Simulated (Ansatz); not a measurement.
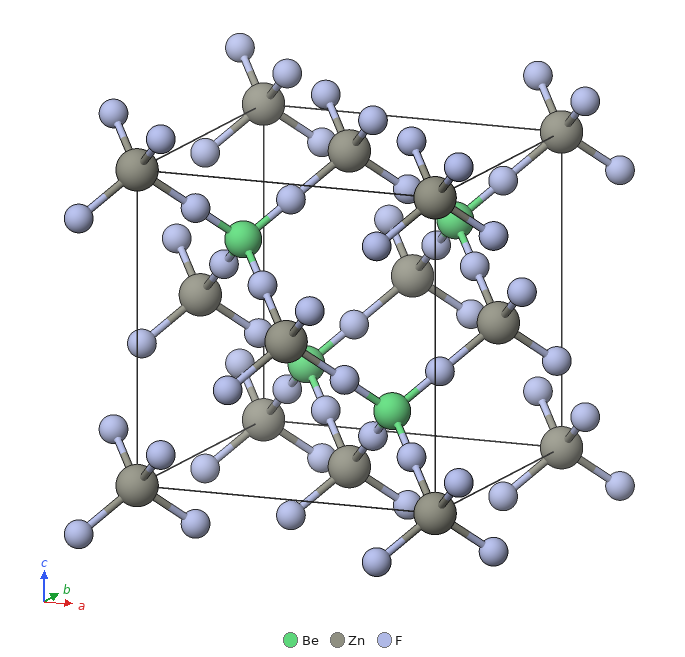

Structure drawing (ball-and-stick), viewed slightly off an axis. Lines trace the edges of the conventional unit cell. Neighbours across the faces are drawn wherever a bond reaches them.

BeZnF4, space group F-43m (No. 216), a = 8.028 Å, b = 8.028 Å, c = 8.028 Å, α = 90.00°, β = 90.00°, γ = 90.00°. Source of the structure: a structure type filled with these elements by a generator (whether the compound takes this form wasn't checked). Earlier steps of the study may have refined or changed the cell and positions. It was the input of a calculation with Ansatz.

This one geometry was computed with Ansatz (DFT, plane waves, PAW) at four levels of theory: HSE06, PBE, PBEsol and r2SCAN.

**Which level gives the highest pressure at this volume, and what does that say about its equilibrium volume?**

Highest: PBE (0.0 GPa), which points to the largest equilibrium volume. Lowest, with the smallest volume: HSE06 (-1.4 GPa), PBEsol (-1.6 GPa) and r2SCAN (-1.9 GPa). Levels within 0.5 GPa of each other can't be told apart.

**How does the band gap change with the level of theory?**

PBE: a gap of 5.88 eV, indirect; PBEsol: a gap of 5.93 eV, indirect; r2SCAN: a gap of 6.70 eV, indirect; HSE06: a gap of 8.21 eV, indirect.

**Collect the results in a table.**

| level | cutoff (eV) | k-mesh of the run's cell | gap (eV) | pressure (GPa) |
| --- | --- | --- | --- | --- |
| HSE06 | 420 | 4×4×4 | 8.21 | -1.4 |
| PBE | 420 | 6×6×6 | 5.88 | 0.0 |
| PBEsol | 420 | 6×6×6 | 5.93 | -1.6 |
| r2SCAN | 500 | 6×6×6 | 6.70 | -1.9 |

Gaps are taken on the k-mesh or band path of each run.
